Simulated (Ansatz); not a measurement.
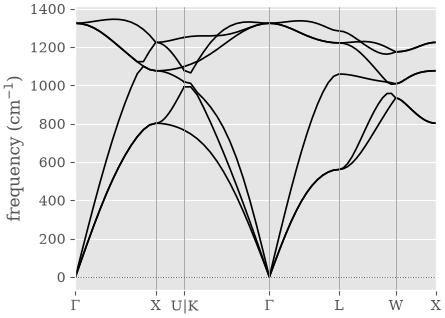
Figure: Phonon dispersion of C (diamond, Fd-3m), plane-wave PAW r²SCAN (Ansatz code); imaginary frequencies are drawn negative

### Question
Is this phase dynamically stable?

### Answer
Yes, on this path no branch is imaginary.

### Question
How high does the spectrum reach?

### Answer
About 1300 cm⁻¹ (40.3 THz).

The r²SCAN relaxation kept the symmetry of its start.

Potentials: the later of the program's two PAW sets.
